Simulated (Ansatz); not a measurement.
FGeH4OP···H2

Input file:

```
crystal:
  periodic: [false, false, false]
  atoms:
    - { symbol: Ge, position_ang: [0.450989, 0.393523, -0.245334] }
    - { symbol: H, position_ang: [-0.064236, 0.011761, 2.43786] }
    - { symbol: O, position_ang: [1.881331, -0.184632, -1.156979] }
    - { symbol: H, position_ang: [1.73605, -1.047426, -1.593601] }
    - { symbol: F, position_ang: [-0.70045, 1.019486, -1.435284] }
    - { symbol: H, position_ang: [-0.29647, -0.786347, 0.43577] }
    - { symbol: P, position_ang: [1.126783, 2.196299, 0.986143] }
    - { symbol: H, position_ang: [2.233861, 1.434569, 1.509778] }
    - { symbol: H, position_ang: [1.888207, 2.674278, -0.143381] }
    - { symbol: H, position_ang: [0.041736, 0.632288, 2.794328] }
basis:
  gaussian: { orbitals: def2-SVP }
hamiltonian:
  xc: pbe
  dispersion: d4
relax:
  f_tol: 0.03
  max_steps: 50
output:
  orbitals: {}
```

Command:

```sh
ansatz run input.yaml --threads 4 --pin off --max-ram 5120MiB --backend cpu --events-out ev --progress --plain --runs-dir out
```

The fields are those of the run's last geometry, not of the input's.

Level of theory: Ansatz, RKS PBE-D4/def2-SVP.

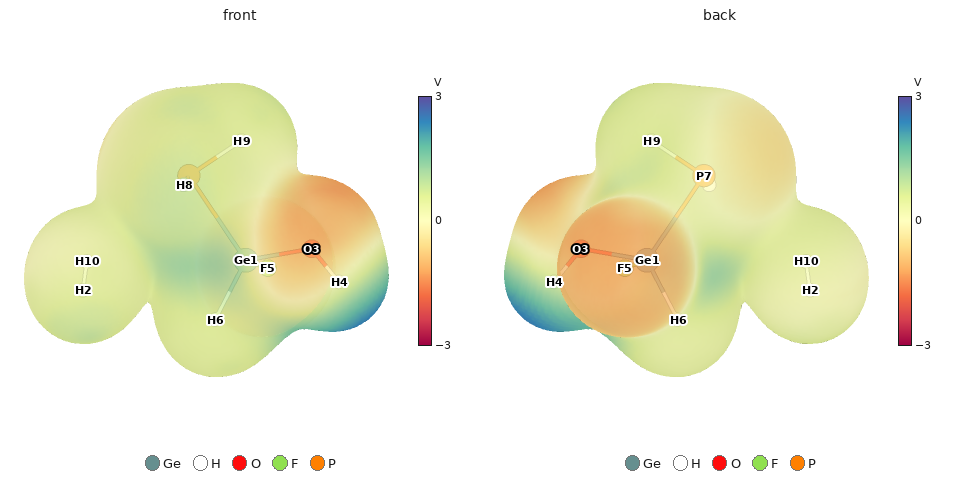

Figure 1. The molecular electrostatic potential painted on the density surface at 0.002 e/bohr³, seen from the front and from behind; the colour scale runs from red (negative) to blue (positive).

Which sites attract a positive test charge, and which a negative one?

Answer. A positive charge is drawn to the negative regions and a negative charge to the positive ones. The most negative region (about −1.3 V, or −30 kcal/mol for a unit charge) lies over O3 and F5, the most positive (about +2.4 V, or +55 kcal/mol for a unit charge) over H4.

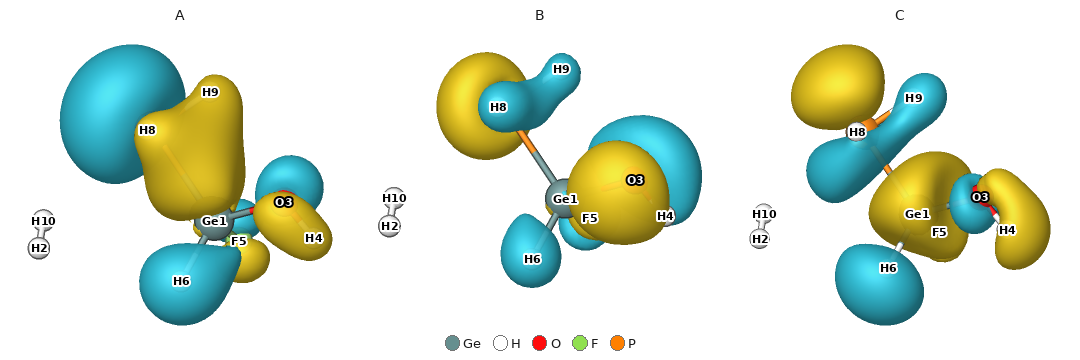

Figure 2. Three frontier orbitals at ±0.08 Å⁻³ᐟ² (yellow and cyan are the two phases), in no order.

Which picture is the HOMO−1, the HOMO and the LUMO?

Answer. B is the HOMO−1 (−7.23 eV). By Hirshfeld shares it lies mainly on O3 (about 65 %), P7 (about 10 %) and Ge1 (about 10 %); largely a lone pair of O3. A is the HOMO (−6.88 eV). Its weight (Hirshfeld) is mainly on P7 (about 55 %), Ge1 (about 15 %), O3 (about 10 %) and H6 (about 5 %). C is the LUMO (−0.94 eV). By Hirshfeld shares it lies mainly on P7 (about 35 %), Ge1 (about 30 %), O3 (about 10 %) and H6 (about 10 %).

What is the HOMO–LUMO gap?

Answer. 5.94 eV between the orbital energies.

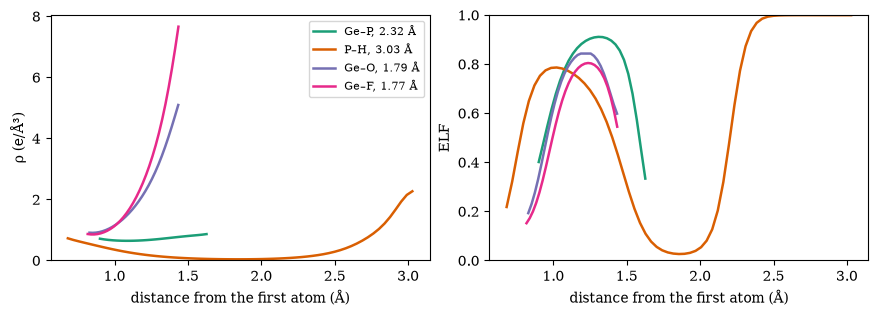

Figure 3. Electron density and ELF along straight lines between neighbouring atoms. The curves leave out the atomic cores.

Compare the contacts.

Answer. Ge–P (2.32 Å): the density is about 0.65 e/Å³ at the midpoint; the ELF peaks at about 0.90 in the valence shell of P, 1.0 Å from its nucleus, and is about 0.85 at the midpoint.
P7···H10 (3.03 Å): the density falls to about 0.04 e/Å³ on the way; the ELF dips to about 0 between them; a non-bonded, intermolecular contact.
Ge–O (1.79 Å): ρ at the midpoint is about 0.93 e/Å³; the ELF peaks at about 0.85 in the valence shell of O, 0.6 Å from its nucleus, and is about 0.35 at the midpoint.
Ge–F (1.77 Å): ρ is about 0.87 e/Å³ halfway; the ELF peaks at about 0.80 in the valence shell of F, 0.5 Å from its nucleus, and is about 0.25 at the midpoint.

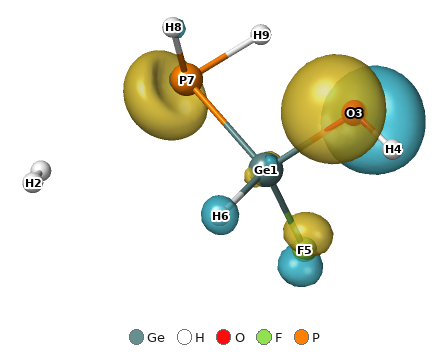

Figure 4. The HOMO−1 at ±0.15 Å⁻³ᐟ² (yellow and cyan are the two phases), seen at a tilt.

Where does this orbital lie, and at what energy?

Answer. It lies mainly on O3 (about 65 %), P7 (about 10 %) and Ge1 (about 10 %); largely a lone pair of O3. Its energy is −7.23 eV.
